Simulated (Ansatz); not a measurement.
**Al30Si: geometry relaxation (part 2 of 2)**

The same run, continued: Al30Si (defect cell, 31 atoms in the cell); DFT PBE-D3(BJ), scalar-relativistic, plane waves, PAW, PAW set soft_1, no spin polarisation (Ansatz 0.2.0); cutoff 420 eV, 3×3×3 k-mesh, Gaussian smearing of 0.15 eV. It belongs to a series of runs on one base structure; here: end point A relaxed.

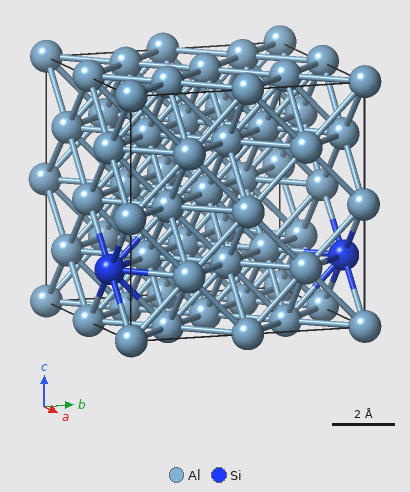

Fig. 1: The geometry at step 2 of the log (ball-and-stick view of the cell of the calculation, seen slightly off an axis).

Log, continued
```
--- Per-component energies (eV) ---
  E_band       = 296.403354
  E_kinetic    = 702.765152
  E_local      = 242.887287  (includes V_loc(G=0)·N_el)
  E_nonlocal   = 321.604989
  E_hartree    = 24.829455
  E_xc         = -1181.323359
  E_vxc        = -915.224079  (∫ρ·V_xc dr)
  E_paw        = -14592.356002  (= ΣΔE_a)
  E_vpaw       = -105.288172  (= ΣTr[D̂ρ^β])
  E_aug_tail   = -0.000022  (compensation charges beyond the density's cutoff)
  E_ewald      = -2278.784091
  E_disp       = -10.060676  (pairwise vdW)
  E_smearing   = -0.100647  (= −TS)
  E_closure    = 0.000000  (closes the sum)
  Σ components = -16770.537914   (vs F -16770.537914, Δ=0.00e0)
--- Forces (eV/Å), atoms counted from 1 ---
  atom   1  Al    -0.00372517     0.00481134     0.00234366
  atom   2  Al    -0.00310543     0.00089787     0.00582089
  atom   3  Si     0.00469142     0.00295610    -0.00334913
  atom   4  Al     0.00343850     0.00575647    -0.00017003
  atom   5  Al     0.00209712    -0.00480024    -0.00142071
  atom   6  Al    -0.00227448    -0.00553604    -0.00625018
  atom   7  Al    -0.00070046     0.00115372     0.00464997
  atom   8  Al     0.00055686     0.00960813    -0.00501223
  atom   9  Al     0.00256393    -0.00397342    -0.00125794
  atom  10  Al     0.00224640    -0.00167169     0.00192665
  atom  11  Al     0.00729538     0.00541499    -0.00487336
  atom  12  Al     0.00187597    -0.00027697    -0.00154467
  atom  13  Al     0.00316015    -0.00377653    -0.00822420
  atom  14  Al    -0.00269360     0.00055913     0.00342282
  atom  15  Al    -0.00165667     0.00115151    -0.00266399
  atom  16  Al    -0.00115302    -0.00464277     0.00377910
  atom  17  Al    -0.00167848    -0.00386829     0.00241910
  atom  18  Al     0.00411791    -0.00395821     0.00176390
  atom  19  Al    -0.00859014     0.00015540    -0.00624087
  atom  20  Al     0.00113945    -0.00189140    -0.00210194
  atom  21  Al     0.00017713     0.00031560    -0.00559743
  atom  22  Al    -0.00238703     0.00785102     0.00252925
  atom  23  Al    -0.01174919     0.00150862     0.00837670
  atom  24  Al    -0.00282231     0.00768322    -0.00246627
  atom  25  Al    -0.00196145    -0.00230403     0.00618536
  atom  26  Al     0.00225959     0.00414582    -0.00273717
  atom  27  Al    -0.00215200    -0.00290377    -0.00266182
  atom  28  Al     0.00414167    -0.00769959     0.00619110
  atom  29  Al     0.00810430    -0.00436596     0.00584046
  atom  30  Al     0.00552116    -0.00280867     0.00168787
  atom  31  Al    -0.00674447     0.00050862    -0.00036005
  max |Σ_I F_I| component: 6.98e-6 eV/Å
--- Relaxed structure (3 steps of the walk, 3 accepted, 0 SCFs on fresh bases) ---
  F+E_penalty+E_count = -16770.53791360 eV   max|allowed force component| = 1.175e-2 eV/Å
  atoms:
    - { symbol: Al, position: [0.5003419074858387, 0.001263110645724402, 0.0019497323017647937] }
    - { symbol: Al, position: [0.7500862972170741, 0.24883788762108894, 0.002526318552345043] }
    - { symbol: Si, position: [0.7497205117661769, 0.0011559884190057606, 0.25067504426348614] }
    - { symbol: Al, position: [-0.00034473600281147274, 0.0011935708229606878, 0.001907965428308555] }
    - { symbol: Al, position: [0.2500158571518936, 0.25031980720145186, 0.0011017167381640693] }
    - { symbol: Al, position: [0.4990079417589305, 0.5005900830380144, 0.0011036912679601673] }
    - { symbol: Al, position: [0.7500157547804672, 0.7523556107846724, 0.0004484073220232046] }
    - { symbol: Al, position: [0.24989500734548745, 0.0009325977365609295, 0.25046770277424873] }
    - { symbol: Al, position: [0.4999621878234661, 0.24967164924661875, 0.250178507300268] }
    - { symbol: Al, position: [0.7498485828034139, 0.5013396262528366, 0.25235099388313814] }
    - { symbol: Al, position: [0.5058734191700224, -0.001974526805882147, 0.49913716762649973] }
    - { symbol: Al, position: [0.7499020309197708, 0.2505350841968641, 0.4987034086676095] }
    - { symbol: Al, position: [0.7499504376311322, -0.0010087039803255502, 0.7503874208444082] }
    - { symbol: Al, position: [0.0011033353355876306, 0.5005073804876558, 0.0009006100609999942] }
    - { symbol: Al, position: [0.25007378823442866, 0.7505731034196429, 0.0009670385914954397] }
    - { symbol: Al, position: [-0.00015640728142831547, 0.24968113992500382, 0.24996126835015514] }
    - { symbol: Al, position: [0.24998298848176634, 0.5008074691969499, 0.2500978893504836] }
    - { symbol: Al, position: [0.5062412357299637, 0.7527808615557575, 0.25329258095004586] }
    - { symbol: Al, position: [-0.0059630919898231525, -0.0017758980306036905, 0.49911620849535493] }
    - { symbol: Al, position: [0.24995600071007562, 0.25073012022829994, 0.5009097605161268] }
    - { symbol: Al, position: [0.5016525200805466, 0.5032291705327944, 0.5005524552185789] }
    - { symbol: Al, position: [0.25005860317147915, 0.0012399027344207635, 0.751033552081506] }
    - { symbol: Al, position: [0.4993175395418384, 0.2504339939128251, 0.7507670883503955] }
    - { symbol: Al, position: [0.750080254496411, 0.5028589388982333, 0.7484467963947297] }
    - { symbol: Al, position: [-0.006464929730168201, 0.7527487970934046, 0.2531330998524787] }
    - { symbol: Al, position: [-0.0018610738007043361, 0.5031214974440891, 0.500278242970444] }
    - { symbol: Al, position: [0.24994146865061834, 0.7509301167776432, 0.5004982761247885] }
    - { symbol: Al, position: [0.0008673642443582127, 0.2505760684022227, 0.7507304485113215] }
    - { symbol: Al, position: [0.2498221911056024, 0.5012188010690831, 0.7500833798026707] }
    - { symbol: Al, position: [0.5014143410949946, 0.7510079328942952, 0.74833479290824] }
    - { symbol: Al, position: [-0.0013924279264077692, 0.7510078182786929, 0.7482702344999618] }
```

Trajectory as extended XYZ (Å, eV, eV/Å), 3 frames, from step=1 to step=3
```
31
Lattice="8.1000 0.0000 0.0000 0.0000 8.1000 0.0000 0.0000 0.0000 8.1000" Properties=species:S:1:pos:R:3:forces:R:3 step=1 energy=-16770.38398
Al    4.0574    0.0133    0.0118   -0.0749   0.0776   0.1396
Al    6.0651    1.9978    0.0044    0.0156   0.0295   0.2049
Si    6.0566    0.0179    2.0795    0.0376   0.0028  -0.0541
Al   -0.0171    0.0006   -0.0122    0.0823   0.1016   0.1153
Al    2.0462    2.0362   -0.0210   -0.0186  -0.0581   0.0197
Al    4.0837    4.0720    0.0120   -0.2012  -0.1253  -0.1476
Al    6.0529    6.1102   -0.0154    0.1224  -0.0556   0.0660
Al    2.0155   -0.0111    2.0330    0.0087   0.1022  -0.0970
Al    3.9671    2.0283    2.0407    0.3548  -0.0300  -0.1140
Al    6.0455    4.0498    1.9932    0.1289   0.0200   0.2014
Al    4.0265   -0.0111    4.0788    0.2481  -0.0489  -0.1625
Al    6.0702    2.0469    4.0339    0.0076  -0.1781  -0.1951
Al    6.0612    0.0236    6.0990    0.1411  -0.1776  -0.2178
Al    0.0065    4.0538   -0.0105   -0.0301  -0.0358   0.1484
Al    2.0331    6.0806    0.0163    0.0549   0.0038  -0.0152
Al    0.0142    2.0227    2.0137   -0.0506  -0.0386  -0.0300
Al    2.0198    4.0663    2.0215   -0.0028  -0.0330  -0.0258
Al    4.0990    6.0942    2.0619    0.0315   0.0514   0.0477
Al    0.0166   -0.0007    4.0635   -0.2394  -0.0190  -0.0372
Al    2.0678    2.0555    4.0423   -0.2684  -0.0190   0.1842
Al    4.0399    4.0849    4.0973    0.1358   0.0712  -0.1023
Al    2.0329   -0.0143    6.0847   -0.0760   0.1884   0.0927
Al    4.0963    2.0091    6.0372   -0.2967   0.1580   0.2433
Al    6.1309    4.0101    6.0400   -0.2791   0.3417   0.1420
Al    0.0089    6.0908    1.9939   -0.3089  -0.0117   0.2038
Al   -0.0440    4.0488    4.0608    0.1430   0.1487  -0.1907
Al    2.0149    6.0636    4.0552   -0.0342  -0.0292   0.0084
Al    0.0054    2.0449    6.0906    0.1547  -0.2022  -0.0716
Al    1.9970    4.0731    6.1059    0.2089  -0.1014  -0.0962
Al    4.0394    6.1138    6.0957    0.1371  -0.2057  -0.1115
Al    0.0072    6.0713    6.0905   -0.1316   0.0724  -0.1489
31
Lattice="8.1000 0.0000 0.0000 0.0000 8.1000 0.0000 0.0000 0.0000 8.1000" Properties=species:S:1:pos:R:3:forces:R:3 step=2 energy=-16770.53026
Al    4.0535    0.0168    0.0279    0.0168  -0.0473  -0.0444
Al    6.0730    2.0079    0.0353    0.0157   0.0161  -0.0662
Si    6.0684    0.0151    2.0471    0.0117  -0.0283  -0.0401
Al   -0.0014    0.0146    0.0151   -0.0202  -0.0399   0.0009
Al    2.0346    2.0244   -0.0003   -0.0455   0.0207   0.0393
Al    4.0454    4.0468    0.0023    0.0042   0.0388   0.0458
Al    6.0765    6.0936    0.0026   -0.0026   0.0179   0.0054
Al    2.0142    0.0115    2.0251    0.0220  -0.0212   0.0354
Al    4.0407    2.0229    2.0279   -0.0001   0.0184   0.0134
Al    6.0699    4.0612    2.0417   -0.0128  -0.0097  -0.0133
Al    4.0876   -0.0147    4.0493   -0.0082   0.0046   0.0061
Al    6.0718    2.0240    4.0177   -0.0012   0.0262   0.0795
Al    6.0801   -0.0086    6.0681   -0.0419   0.0204   0.0435
Al    0.0052    4.0497    0.0130    0.0188   0.0061  -0.0453
Al    2.0308    6.0795    0.0129   -0.0104  -0.0074  -0.0171
Al    0.0002    2.0174    2.0177    0.0162   0.0203   0.0275
Al    2.0215    4.0546    2.0210    0.0256   0.0049   0.0070
Al    4.1109    6.1033    2.0618   -0.0314  -0.0133  -0.0331
Al   -0.0529   -0.0147    4.0458    0.0387   0.0003  -0.0272
Al    2.0281    2.0409    4.0598   -0.0182  -0.0249  -0.0181
Al    4.0713    4.0874    4.0570   -0.0207  -0.0383  -0.0213
Al    2.0258    0.0134    6.0916    0.0227  -0.0463  -0.0388
Al    4.0445    2.0346    6.0837    0.0512  -0.0375  -0.0271
Al    6.0810    4.0756    6.0572    0.0156  -0.0461   0.0140
Al   -0.0624    6.0930    2.0529    0.0180   0.0432  -0.0224
Al   -0.0255    4.0800    4.0388    0.0333  -0.0357   0.0572
Al    2.0170    6.0744    4.0495    0.0226   0.0331   0.0256
Al    0.0135    2.0241    6.0754   -0.0451   0.0438   0.0082
Al    2.0322    4.0532    6.0793   -0.0552   0.0511  -0.0188
Al    4.0746    6.0760    6.0644   -0.0537   0.0553   0.0017
Al   -0.0135    6.0848    6.0569    0.0344  -0.0252   0.0228
31
Lattice="8.1000 0.0000 0.0000 0.0000 8.1000 0.0000 0.0000 0.0000 8.1000" Properties=species:S:1:pos:R:3:forces:R:3 step=3 energy=-16770.53791
Al    4.0528    0.0102    0.0158   -0.0037   0.0048   0.0023
Al    6.0757    2.0156    0.0205   -0.0031   0.0009   0.0058
Si    6.0727    0.0094    2.0305    0.0047   0.0030  -0.0033
Al   -0.0028    0.0097    0.0155    0.0034   0.0058  -0.0002
Al    2.0251    2.0276    0.0089    0.0021  -0.0048  -0.0014
Al    4.0420    4.0548    0.0089   -0.0023  -0.0055  -0.0063
Al    6.0751    6.0941    0.0036   -0.0007   0.0012   0.0046
Al    2.0242    0.0076    2.0288    0.0006   0.0096  -0.0050
Al    4.0497    2.0223    2.0264    0.0026  -0.0040  -0.0013
Al    6.0738    4.0609    2.0440    0.0022  -0.0017   0.0019
Al    4.0976   -0.0160    4.0430    0.0073   0.0054  -0.0049
Al    6.0742    2.0293    4.0395    0.0019  -0.0003  -0.0015
Al    6.0746   -0.0082    6.0781    0.0032  -0.0038  -0.0082
Al    0.0089    4.0541    0.0073   -0.0027   0.0006   0.0034
Al    2.0256    6.0796    0.0078   -0.0017   0.0012  -0.0027
Al   -0.0013    2.0224    2.0247   -0.0012  -0.0046   0.0038
Al    2.0249    4.0565    2.0258   -0.0017  -0.0039   0.0024
Al    4.1006    6.0975    2.0517    0.0041  -0.0040   0.0018
Al   -0.0483   -0.0144    4.0428   -0.0086   0.0002  -0.0062
Al    2.0246    2.0309    4.0574    0.0011  -0.0019  -0.0021
Al    4.0634    4.0762    4.0545    0.0002   0.0003  -0.0056
Al    2.0255    0.0100    6.0834   -0.0024   0.0079   0.0025
Al    4.0445    2.0285    6.0812   -0.0117   0.0015   0.0084
Al    6.0757    4.0732    6.0624   -0.0028   0.0077  -0.0025
Al   -0.0524    6.0973    2.0504   -0.0020  -0.0023   0.0062
Al   -0.0151    4.0753    4.0523    0.0023   0.0041  -0.0027
Al    2.0245    6.0825    4.0540   -0.0022  -0.0029  -0.0027
Al    0.0070    2.0297    6.0809    0.0041  -0.0077   0.0062
Al    2.0236    4.0599    6.0757    0.0081  -0.0044   0.0058
Al    4.0615    6.0832    6.0615    0.0055  -0.0028   0.0017
Al   -0.0113    6.0832    6.0610   -0.0067   0.0005  -0.0004
```

Summary

| quantity | value |
| --- | --- |
| outcome | converged |
| electrons treated | 94 |
| free energy | −16770.5379 eV |
| Fermi energy | 7.464 eV |
| final volume | 531.44 Å³ |
| largest force (length of the vector) at the end | 0.015 eV/Å |
| hardware | 4 threads of Arm Neoverse V1, 24 GiB of memory available, shared host |
| wall time | 37 s (CPU time 2.4 min) |
| peak memory | 1.3 GiB |
